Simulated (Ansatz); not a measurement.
# Phonon-limited resistivity of Ir(111) film of 3 layers

How good a conductor is Ir(111) film of 3 layers when only phonons scatter, and how much computing does the answer need?

Calculated with Ansatz 0.2.0; DFT LDA, scalar-relativistic, plane waves, PAW.

### Step 1. Set-up

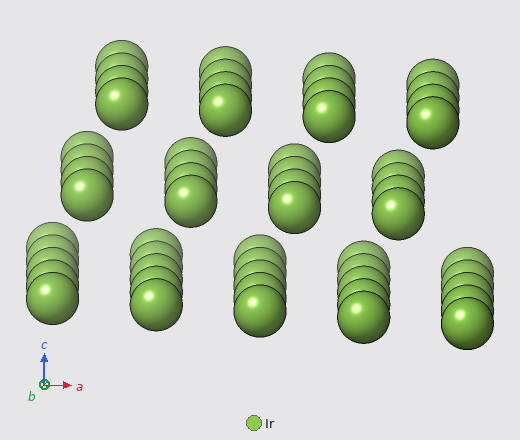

Start, viewed nearly edge on; iridium green. 4×4×1 cells are drawn. Some periodic images of atoms are drawn too.

The cell holds 3 atoms: 3 Ir. Cell: a = 2.715 Å, b = 2.715 Å, c = 15.434 Å, α = 90.0°, β = 90.0°, γ = 120.0°. It derives from Ir. Vacuum lies along c.

### Step 2. Quick single point

One cheap point first: pressure, gap and cost.

File input.yaml:

```yaml
crystal:
  lattice:
    - [2.71529, 0.0, 0.0]
    - [-1.35765, 2.35151, 0.0]
    - [0.0, 0.0, 15.43405]
  atoms:
    - { symbol: Ir, position: [0.0, 0.0, 0.35635494] }
    - { symbol: Ir, position: [0.33333333, 0.66666667, 0.5] }
    - { symbol: Ir, position: [0.66666667, 0.33333333, 0.64364506] }
  periodic: [true, true, false]
kpoints:
  mp_grid: { grid: [9, 9, 1] }
hamiltonian:
  xc: lda
scf:
  occupations: { method: gaussian, width: 0.1 }
output:
  forces: true
  stress: true
  eigenvalues: true
```

On the command line:

```
$ ansatz run input.yaml --threads 4 --pin off --max-ram 16384MiB --backend cpu --events-out ev --progress --plain --runs-dir out
```

Numbers of over 12 decimals in the logs are rounded to 6 here.

What it wrote:

```text
[the first part of the log is left out]
Entropy (-TS):   -0.023166 eV (-7.722 meV/atom)
Fermi energy:    -5.693633 eV
--- Per-component energies (eV) ---
  E_band       = -1833.737592
  E_kinetic    = 1863.239165
  E_local      = -225498.863673  (includes V_loc(G=0)·N_el)
  E_nonlocal   = 240.663259
  E_hartree    = 111584.763641
  E_xc         = -794.742181
  E_vxc        = -893.756175  (∫ρ·V_xc dr)
  E_paw        = -26859.672365  (= ΣΔE_a)
  E_vpaw       = -714.647297  (= ΣTr[D̂ρ^β])
  E_aug_tail   = 0.000127  (compensation charges beyond the density's cutoff)
  E_ewald      = 104475.651731
  E_core_change = 1.234806  (= ΣΔE_core)
  E_smearing   = -0.023166  (= −TS)
  E_closure    = -0.000000  (closes the sum)
  Σ components = -34987.748655   (vs F -34987.748655, Δ=0.00e0)
--- Forces (eV/Å), atoms counted from 1 ---
  atom   1  Ir     0.00000000     0.00000000     1.03902492
  atom   2  Ir     0.00000000     0.00000000     0.00000000
  atom   3  Ir    -0.00000000    -0.00000000    -1.03902492
  max |Σ_I F_I| component: 4.63e-18 eV/Å
--- 2D stress c σ (N/m, compression-positive) ---
      -17.087053       0.000000       0.000000
        0.000000     -17.087053       0.000000
        0.000000       0.000000       0.000000
  P = ½ c Tr σ = -17.0871 N/m
--- Band table (eV; the first three rows and the last of 12) ---
  k-point 0: bands = ["-98.6939", "-98.1552", "-98.1542", "-55.6234", "-55.1776", "-55.1776", "-54.8741", "-54.7659", "-54.6687", "-54.6687", "-54.6655", "-54.6655", "-15.8390", "-13.8540", "-13.4591", "-9.5773", "-9.4265", "-9.4265", "-9.2561", "-8.9314", "-8.9314", "-8.6132", "-8.6132", "-6.9063", "-6.7649", "-6.7649", "-5.9770", "-5.9770", "-5.4801", "-5.0252", "-5.0252"]
  k-point 1: bands = ["-98.6887", "-98.1501", "-98.1492", "-55.6074", "-55.2570", "-55.1956", "-54.8575", "-54.7738", "-54.7374", "-54.7293", "-54.6859", "-54.6821", "-15.3683", "-13.3804", "-12.9966", "-9.9751", "-9.6564", "-9.5324", "-9.0560", "-8.8726", "-8.7396", "-8.6643", "-8.2214", "-7.6604", "-7.0090", "-6.9324", "-6.6066", "-5.9724", "-5.0823", "-5.0045", "-3.2799"]
  k-point 2: bands = ["-98.6755", "-98.1372", "-98.1366", "-55.5693", "-55.4458", "-55.2407", "-54.9187", "-54.9081", "-54.8238", "-54.7631", "-54.7293", "-54.7239", "-14.1956", "-12.4501", "-12.0278", "-10.7309", "-10.3255", "-9.4855", "-9.2210", "-8.7424", "-8.4255", "-8.3066", "-7.9643", "-7.6256", "-7.1290", "-6.7714", "-6.3484", "-6.0275", "-4.9640", "-3.9106", "-1.3112"]
  k-point 11: bands = ["-98.6439", "-98.1063", "-98.1063", "-55.6177", "-55.6177", "-55.4907", "-55.0889", "-55.0808", "-55.0808", "-55.0251", "-54.7667", "-54.7667", "-11.4104", "-11.4020", "-11.4020", "-10.6284", "-10.6284", "-9.3735", "-8.7629", "-8.7629", "-8.7314", "-8.6963", "-7.1619", "-7.1619", "-5.6467", "-5.6467", "-5.2639", "-0.0092", "0.1377", "0.1377", "2.2596"]
```

The job ended after 3.2 s (4 threads of Arm Neoverse V1, shared host; peak memory 0.47 GiB; 7.6 s of CPU time).

This step gave:

```yaml
metallic_on_mesh: yes
gap_on_the_k_mesh: 0 eV
```

### Step 3. Rough relaxation

The start is far from rest, so a relaxation with loose thresholds does the first part.

input.yaml: that of step 2 with these lines changed.

```diff
@@ -20 +20,6 @@
   eigenvalues: true
+relax:
+  adjacent_minimum: "off"
+  f_tol: 0.05
+  max_steps: 80
+  cell: { stress_2d_tol: 0.02 }
```

What it wrote:

```text
Warning: crystal.periodic: the lattice vector that does not repeat stood 0.000° off the slab's normal, 15.434 Å along it as the deck builds it. The run solves the slab on a vector along the normal, 32.668 Å long, with every atom where it was (on the deck's vector they left 11.00 Å outside them, and the widest stretch free of ions among them is 2.22 Å). A fractional position that the run reports is one of the run's ce [...]
[...]
crystal.periodic: the lattice vector that does not repeat stood 0.000° off the slab's normal, 15.434 Å along it as the deck builds it. The run solves the slab on a vector along the normal, 32.668 Å long, with every atom where it was (on the deck's vector they left 11.00 Å outside them, and the widest stretch free of ions among them is 2.22 Å). A fractional position that the run reports is one of the run's cell, which [...]
[...]
Crystal: 3 atoms, lattice volume = 208.587 Å³
Basis set: ecut = 420 eV, 4099 PW (Γ)
Bands: 31, of which v1, the nominal top of the filled ones, is band 26 counted from 1 (25 counted from 0)
Symmetry: 12 space group operations
[...]
k-points: 12 of 81
[...]
SCF iter   1: F=—  HF=-34987.746899 eV  |F-HF|=—  |Δ(HF+E_count)|=         —  Δρ=4.13e-3  dr2=1.53e-2  ethr=1.77e-3  ⟨swp⟩=13.4  Hψ=2764  notcnv=0
[...]
SCF iter   7: F=-34987.748655 eV  HF=-34987.748655 eV  |F-HF|=2.96e-8  |Δ(HF+E_count)|=   8.76e-8  Δρ=3.73e-6  dr2=7.30e-8  ethr=1.96e-10  ⟨swp⟩=16.8  Hψ=2511  notcnv=0
SCF 1 converged in 7 iterations: F = -34987.748655 eV  dr2 = 7.30e-8
[...]
relax step   1: F+E_penalty+E_count = -34987.74865506 eV  Δ(F+E_penalty+E_count) = +0.000e0 eV  max|allowed force component| = 1.039e0 eV/Å  Δτ_max = 0.0000 Å  P = -17.087 N/m  Ω = 208.587 Å³  fix = [c, alpha, beta]  reactions: c -0.000 N/m  (7 SCF iters, dr2 threshold 1.00e-7 eV, accepted)
Crystal: 3 atoms, lattice volume = 188.805 Å³
Basis set: ecut = 420 eV, 3787 PW (Γ)
[...]
iter 1 solved again at ethr=5.51e-4 eV; its pass at ethr=3.10e-3 eV (dr2=2.81e-1 eV) is discarded
[...]
SCF iter   7: F=-34987.365513 eV  HF=-34987.365513 eV  |F-HF|=1.59e-7  |Δ(HF+E_count)|=   1.29e-7  Δρ=7.08e-6  dr2=2.20e-7  ethr=5.88e-10  ⟨swp⟩=18.8  Hψ=2983  notcnv=0
SCF 2 converged in 7 iterations: F = -34987.365513 eV  dr2 = 2.20e-7
relax step   2: F+E_penalty+E_count = -34987.36551252 eV  Δ(F+E_penalty+E_count) = +3.831e-1 eV  max|allowed force component| = 2.969e0 eV/Å  Δτ_max = 0.1744 Å  P = +30.993 N/m  Ω = 188.805 Å³  energy of the carried Pulay correction = +1.095e-3 eV  fix = [c, alpha, beta]  (7 SCF iters, dr2 threshold 3.00e-7 eV, rejected (line search))
Crystal: 3 atoms, lattice volume = 200.603 Å³
Basis set: ecut = 420 eV, 3991 PW (Γ)
[...]
SCF iter  12: F=-34987.964203 eV  HF=-34987.964203 eV  |F-HF|=2.04e-10  |Δ(HF+E_count)|=  1.31e-10  Δρ=1.87e-8  dr2=1.07e-12  ethr=1.00e-12  ⟨swp⟩=18.2  Hψ=3113  notcnv=0
SCF 3 converged in 12 iterations: F = -34987.964203 eV  dr2 = 1.07e-12
relax step   3: F+E_penalty+E_count = -34987.96420307 eV  Δ(F+E_penalty+E_count) = -2.155e-1 eV  max|allowed force component| = 2.422e-1 eV/Å  Δτ_max = 0.0383 Å  P = -3.887 N/m  Ω = 200.603 Å³  energy of the carried Pulay correction = +4.292e-4 eV  fix = [c, alpha, beta]  reactions: c -0.000 N/m  (12 SCF iters, accepted)
[...]
relax step   4: F+E_penalty+E_count = -34987.97416752 eV  Δ(F+E_penalty+E_count) = -9.964e-3 eV  max|allowed force component| = 1.102e-2 eV/Å  Δτ_max = 0.0101 Å  P = -0.128 N/m  Ω = 198.721 Å³  energy of the carried Pulay correction = +5.328e-4 eV  fix = [c, alpha, beta]  reactions: c -0.000 N/m  (5 SCF iters, dr2 threshold 3.00e-7 eV, accepted)
[...]
relax step   5: F+E_penalty+E_count = -34987.97418357 eV  Δ(F+E_penalty+E_count) = -1.605e-5 eV  max|allowed force component| = 8.312e-4 eV/Å  Δτ_max = 0.0005 Å  P = +0.000 N/m  Ω = 198.667 Å³  energy of the carried Pulay correction = +5.358e-4 eV  fix = [c, alpha, beta]  reactions: c +0.000 N/m  (4 SCF iters, dr2 threshold 1.95e-8 eV, accepted)
[...]
relax step   6: F+E_penalty+E_count = -34987.97343314 eV  Δ(F+E_penalty+E_count) = +7.504e-4 eV  max|allowed force component| = 7.280e-4 eV/Å  Δτ_max = 0.0000 Å  P = +0.024 N/m  Ω = 198.667 Å³  fix = [c, alpha, beta]  reactions: c +0.000 N/m  stress off target by 2.45e-2 N/m on what of the cell is left free  SCF on the basis re-selected at this cell (its energy is not comparable with the rows above)  (7 SCF iters)
[...]
relax step   7: F+E_penalty+E_count = -34987.97343256 eV  Δ(F+E_penalty+E_count) = +5.808e-7 eV  max|allowed force component| = 5.926e-5 eV/Å  Δτ_max = 0.0001 Å  P = +0.001 N/m  Ω = 198.685 Å³  energy of the carried Pulay correction = -1.112e-6 eV  fix = [c, alpha, beta]  reactions: c +0.000 N/m  (4 SCF iters, dr2 threshold 7.17e-10 eV, accepted)
[...]
SCF iter   1: F=—  HF=-34987.973488 eV  |F-HF|=—  |Δ(HF+E_count)|=         —  Δρ=1.54e-6  dr2=1.09e-9  ethr=8.88e-8  ⟨swp⟩=8.3  Hψ=5226  notcnv=0
eigensolver tolerance schedule: the retry pair's looser diagonalisation over-reported the residual by 41604.71 of it (diagonalisation noise at an unbounded share of the residual, at the tolerance the schedule requests for it); recorded, not acted on — ethr = c·dr2/N_el stays at c = 1.0e-1
SCF iter   2: F=—  HF=-34987.973435 eV  |F-HF|=—  |Δ(HF+E_count)|=   5.27e-5  Δρ=1.59e-6  dr2=1.81e-9  ethr=2.13e-12  ⟨swp⟩=8.8  Hψ=2113  notcnv=0
[...]
SCF iter   8: F=-34987.973435 eV  HF=-34987.973435 eV  |F-HF|=7.28e-11  |Δ(HF+E_count)|=  2.18e-11  Δρ=1.38e-8  dr2=2.54e-13  ethr=1.00e-12  ⟨swp⟩=7.1  Hψ=2076  notcnv=0
SCF 8 converged in 8 iterations: F = -34987.973435 eV  dr2 = 2.54e-13
relax step   8: F+E_penalty+E_count = -34987.97343510 eV  Δ(F+E_penalty+E_count) = -2.539e-6 eV  max|allowed force component| = 5.460e-5 eV/Å  Δτ_max = 0.0000 Å  P = +0.000 N/m  Ω = 198.685 Å³  fix = [c, alpha, beta]  reactions: c +0.000 N/m  stress off target by 2.97e-4 N/m on what of the cell is left free  SCF on the basis re-selected at this cell (its energy is not comparable with the rows above)  (8 SCF iters)
basis re-selected at this cell: Δ(F+E_penalty+E_count) = -2.539e-6 eV, ΔP = -0.000 N/m vs the last step (what re-selecting the basis moved, of the pressure what is left beyond the Pulay correction that the steps carried, after the strain that the cell walked since its last selection, with what the two solves' SCF thresholds leave and, on support functions, any second-order correction that the steps lacked; it is no m [...]
SCF converged after 8 iterations
Free energy (F): -34987.973435 eV
[...]
Internal energy: -34987.952604 eV  (E = F + TS)
E sigma→0 (E₀):  -34987.963019 eV
Entropy (-TS):   -0.020832 eV (-6.944 meV/atom)
Fermi energy:    -5.667320 eV
[...]
--- Forces (eV/Å), atoms counted from 1 ---
  atom   1  Ir    -0.00000000    -0.00000000     0.00005460
  atom   2  Ir     0.00000000     0.00000000     0.00000000
  atom   3  Ir     0.00000000     0.00000000    -0.00005460
  max |Σ_I F_I| component: 4.63e-18 eV/Å
--- 2D stress c σ (N/m, compression-positive) ---
        0.000297      -0.000000       0.000000
       -0.000000       0.000297       0.000000
        0.000000       0.000000       0.000000
  P = ½ c Tr σ = 0.0003 N/m
--- Band table (eV; the first three rows and the last of 12) ---
  k-point 0: bands = [... 22 lower, -8.9168, -7.0952, -6.8400, -6.8400, -5.9634, -5.9634, -5.6486, -4.8916, ... 1 higher]
  k-point 1: bands = [... 22 lower, -8.4818, -7.8829, -7.1528, -7.0348, -6.7262, -5.9567, -5.0290, -4.8680, ... 1 higher]
  k-point 2: bands = [... 22 lower, -8.2011, -7.8423, -7.2659, -6.8610, -6.4213, -6.0225, -4.8230, -3.7703, ... 1 higher]
  k-point 11: bands = [... 22 lower, -7.3285, -7.3285, -5.5998, -5.5998, -5.1721, 0.4491, 0.6147, 0.6147, ... 1 higher]
--- Relaxed structure (6 steps of the walk, 5 accepted, 2 SCFs on fresh bases) ---
  F+E_penalty+E_count = -34987.97343510 eV   max|allowed force component| = 5.460e-5 eV/Å   (the final SCF, on the basis selected at the relaxed cell)
  cell:  # Å, volume = 198.6847 Å³
    - [2.650056, 2.817397648187728e-6, 0]
    - [-1.325030, 2.295014, 0]
    - [0, 0, 32.668100153172]
  atoms:
    - { symbol: Ir, position: [1.335769114810566e-18, 0, 0.169860] }
    - { symbol: Ir, position: [0.333333, 0.666667, 0.236225] }
    - { symbol: Ir, position: [0.666667, 0.333333, 0.302590] }
```

It took 14 s on 4 threads; peak memory 0.48 GiB; 49 s of CPU time.

The steps of the relaxation:

```
step  energy less that of the first step (eV)  largest force component (eV/Å)  volume (Å³)
   1                                   0.0000                          1.0390       208.59
   2                                   0.3831                          2.9689       188.81
   3                                  -0.2155                          0.2422       200.60
   4                                  -0.2255                          0.0110       198.72
   5                                  -0.2255                          0.0008       198.67
  6*                                  -0.2248                          0.0007       198.67
   7                                  -0.2248                          0.0001       198.68
  8*                                  -0.2248                          0.0001       198.68
```

Relaxation steps marked * repeat the geometry before them on a plane-wave basis chosen anew for their cell, so energy and pressure can jump there. Relaxation step 2 was tried and not accepted.

Forces are held to the 12 operations that the run works with; a distortion that breaks them can't arise in this run.

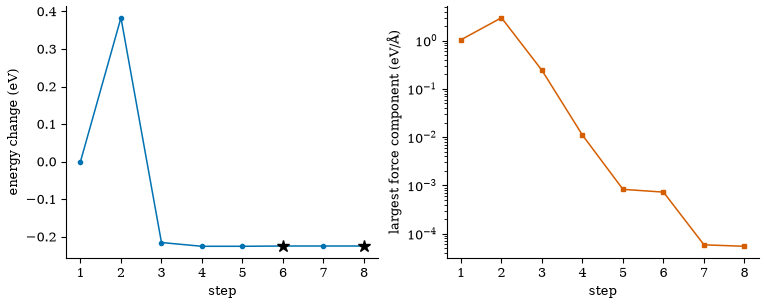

Energy and largest force along the relaxation. Stars mark steps on a basis chosen anew.

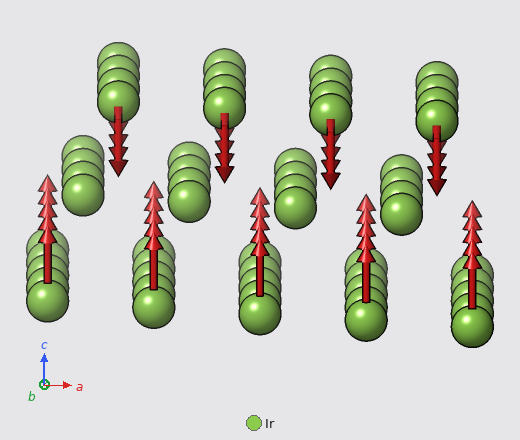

Displacements in the relaxation, exaggerated, measured against the changing cell; the longest in the cell stands for 0.05 Å. 4×4×1 cells are drawn. Some periodic images of atoms are drawn too.

```
cell as run  before  after  change
      a (Å)   2.715  2.650  -2.4 %
      b (Å)   2.715  2.650  -2.4 %
```

The atoms that moved most (Å, along periodic axes as changes of fractional coordinates times the final cell, across vacuum about the mean position):

```
atom     dx     dy      dz  length
 Ir3  0.000  0.000  -0.049   0.049
 Ir1  0.000  0.000   0.049   0.049
```

Final coordinates:

```
Ir
1.0
     2.65006    0.00000    0.00000
    -1.32503    2.29501    0.00000
     0.00000    0.00000   32.66810
Ir
3
Cartesian
  0.0000 0.0000 5.5490
  0.0000 1.5300 7.7170
  1.3250 0.7650 9.8850
```

The relaxation ends with a largest force component of 5.5e-5 eV/Å.

### Step 4. Relaxing cell and atoms

The structure is brought to rest under this functional.

File input.yaml:

```yaml
crystal:
  lattice:
    - [2.6500555643, 2.8174e-06, 0.0]
    - [-1.3250302221, 2.2950140314, 0.0]
    - [0.0, 0.0, 32.6681001532]
  atoms:
    - { symbol: Ir, position: [0.0, 0.0, 0.1698600044] }
    - { symbol: Ir, position: [0.3333333333, 0.6666666667, 0.2362250931] }
    - { symbol: Ir, position: [0.6666666667, 0.3333333333, 0.3025901818] }
  periodic: [true, true, false]
kpoints:
  mp_grid: { grid: [12, 12, 1] }
hamiltonian:
  xc: lda
scf:
  occupations: { method: gaussian, width: 0.1 }
output:
  forces: true
  stress: true
  eigenvalues: true
  write_density: true
  write_potential: true
  elf: true
  volumetric_format: npy
relax:
  adjacent_minimum: "off"
  f_tol: 0.005
  max_steps: 80
  cell: { stress_2d_tol: 0.02 }
```

What it wrote:

```text
[the first part of the log is left out]
  E_paw        = -26860.433629  (= ΣΔE_a)
  E_vpaw       = -715.560061  (= ΣTr[D̂ρ^β])
  E_aug_tail   = 0.000154  (compensation charges beyond the density's cutoff)
  E_ewald      = 110773.859941
  E_core_change = 1.234806  (= ΣΔE_core)
  E_smearing   = -0.021620  (= −TS)
  E_closure    = 0.000000  (closes the sum)
  Σ components = -34987.996629   (vs F -34987.996629, Δ=0.00e0)
--- Forces (eV/Å), atoms counted from 1 ---
  atom   1  Ir    -0.00000000    -0.00000000     0.00029042
  atom   2  Ir     0.00000000     0.00000000     0.00000000
  atom   3  Ir     0.00000000     0.00000000    -0.00029042
  max |Σ_I F_I| component: 9.25e-18 eV/Å
--- 2D stress c σ (N/m, compression-positive) ---
       -0.000130       0.000000       0.000000
        0.000000      -0.000130       0.000000
        0.000000       0.000000      -0.000000
  P = ½ c Tr σ = -0.0001 N/m
--- Band table (eV; the first three rows and the last of 19) ---
[...]
--- Relaxed structure (3 steps of the walk, 2 accepted, 1 SCFs on fresh bases) ---
[...]
cell:  # Å, volume = 198.7761 Å³
    - [2.650665, 2.818053565708001e-6, 0]
    - [-1.325335, 2.295542, 0]
    - [0, 0, 32.6681001532]
  atoms:
    - { symbol: Ir, position: [0, 0, 0.169961] }
    - { symbol: Ir, position: [0.333333, 0.666667, 0.236225] }
    - { symbol: Ir, position: [0.666667, 0.333333, 0.302489] }
```

Elapsed: 13 s, on 4 threads; peak memory 0.51 GiB.

Little changed from the start: no atom moved by 0.005 Å and no cell edge by 0.1 %.

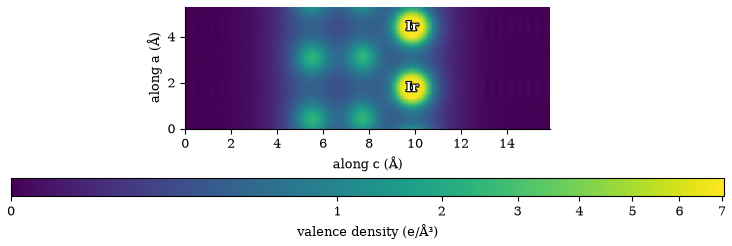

Valence density in the ca plane at fractional y = 0.333, with atoms of Ir within 0.2 Å of it. It is the smooth field of the valence electrons, not physical close to the nuclei. The colour scale is stretched toward low values. The far vacuum is left out of the map.

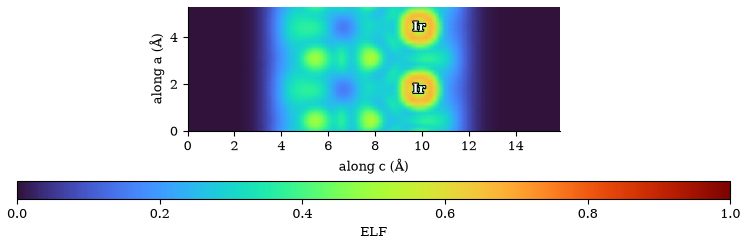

ELF in the ca plane at fractional y = 0.333, with atoms of Ir within 0.2 Å of it. It is the smooth field of the valence electrons, not physical close to the nuclei. The far vacuum is left out of the map.

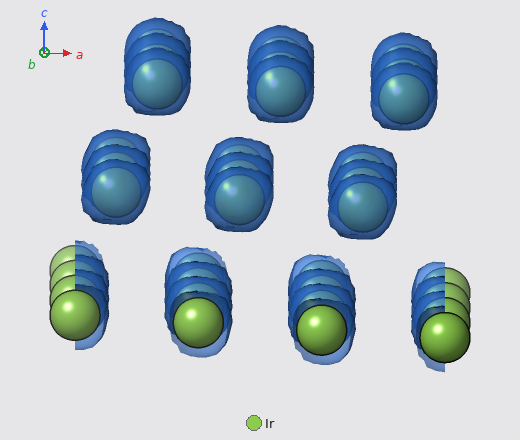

Surface of ELF = 0.62. 3×3×1 cells are drawn.

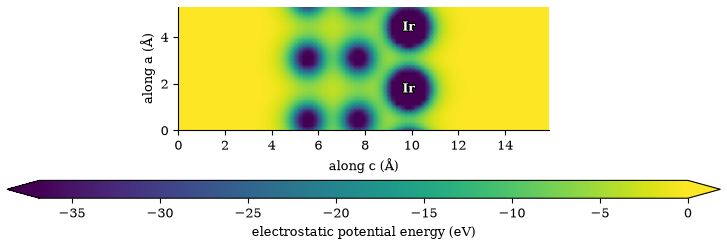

Electrostatic potential energy in the ca plane at fractional y = 0.333, with atoms of Ir within 0.2 Å of it. With pseudopotentials it is smooth inside the atoms' cores, unlike the true potential. The far vacuum is left out of the map.

(Part 1 of 3 ends here.)

[Logs are printed without paths, hosts, clocks, repeated set-up lines and the standing remarks that a program may print on its own settings, such as how far it seeks lower states.]

[Hosts, paths, dates, database ids (printed as entryN), source tags and the programs' standing remarks are cut or masked in the printed files.]
